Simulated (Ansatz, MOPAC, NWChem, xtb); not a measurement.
# How methods differ on InH2OF (SMILES [OH][InH][F])

The runs start from one conformer, not always the lowest.

InH2OF, singlet, SMILES `[OH][InH][F]`. Each level relaxes the structure for itself.

Quantity: the highest harmonic wavenumber at each level's own minimum, in cm⁻¹. The values are calculated.

| level | kind | program | value (cm⁻¹) |
| --- | --- | --- | --- |
| AM1 | semi-empirical | MOPAC | 3608 |
| PM3 | semi-empirical | MOPAC | 3938 |
| GFN2-xTB | semi-empirical | xtb | 3634 |
| GFN1-xTB | semi-empirical | xtb | 3705 |
| HF/STO-3G | Hartree–Fock | Ansatz | 4240 |
| HF/3-21G | Hartree–Fock | Ansatz | 3978 |
| SVWN5/def2-TZVP (core potential) | LDA | Ansatz | 3730 |
| BP86/def2-SVP (core potential) | GGA | NWChem | 3687 |
| PBE/def2-SVP (core potential) | GGA | Ansatz | 3702 |
| PBE-D3(BJ)/def2-TZVP (core potential) | GGA | Ansatz | 3713 |

All-electron rows without a relativistic Hamiltonian named are non-relativistic, while core potentials hold scalar relativity, so basis and relativity change together. Harmonic and unscaled. The values span 3608 to 4240 cm⁻¹.

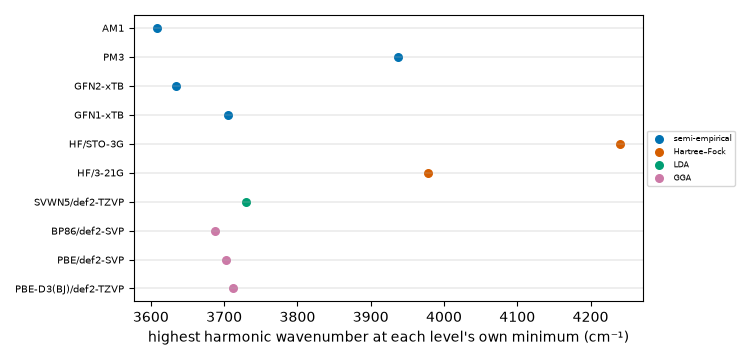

The values of the table, level by level.
